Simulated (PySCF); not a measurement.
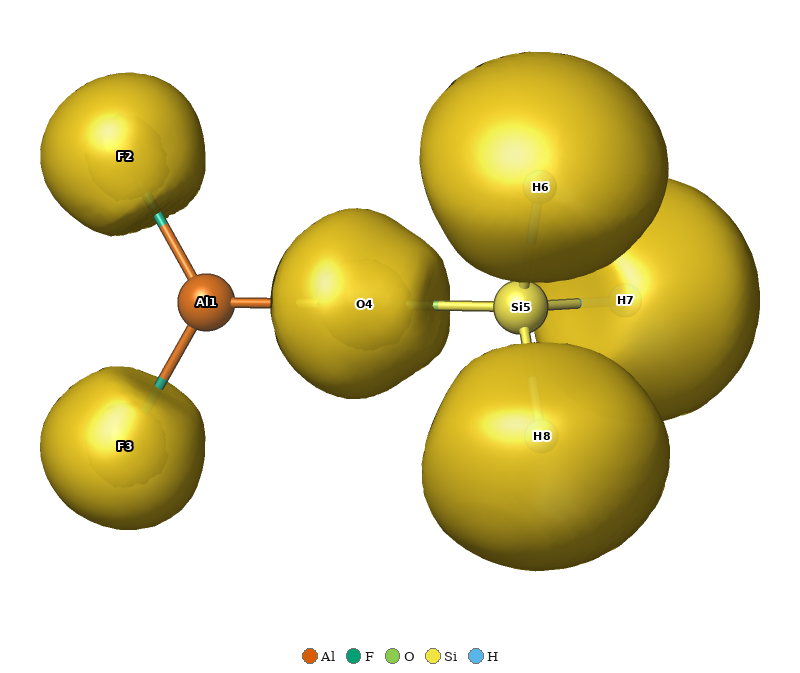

*AlF₂H₃OSi. Isosurface of the electron localisation function at 0.75 (yellow), seen at an oblique angle. Core shells and regions of very low density are left out.*

Geometry: PBE0-D3(BJ)/def2-SVP.

Level of theory: PBE0/pcSseg-1 Al:pcSseg-2, SCF density, gas phase, non-relativistic in PySCF.

Input file:

```
{"job": {"kind": "nmr", "xc": "PBE0", "basis": {"default": "pcSseg-1", "Al": "pcSseg-2"}}, "charge": 0, "multiplicity": 1}
Al     1.558980     0.980211    -0.228859
F      1.915858     2.235710     0.778069
F      2.622556     0.649257    -1.444681
O      0.168168     0.080910    -0.021418
Si    -1.214152    -0.804287     0.164881
H     -2.295008     0.056792     0.729676
H     -0.959099    -1.944688     1.094078
H     -1.659074    -1.339565    -1.155456
```

Run with:

```sh
OMP_NUM_THREADS=1 python probes_run.py task.json out
```

> Where are the electrons localised?

The surface consists of three regions around hydrogen nuclei, two regions wrapped around F (the valence shell of each) and one region wrapped around O (its valence shell). Along the contacts the grid gives the following. Al–F (1.65 Å): the ELF peaks at about 0.85 in the valence shell of F, 0.5 Å from its nucleus, and is about 0.35 at the midpoint. Si–O (1.65 Å): the ELF peaks at about 0.85 between the atoms: a shared but strongly polarised pair.
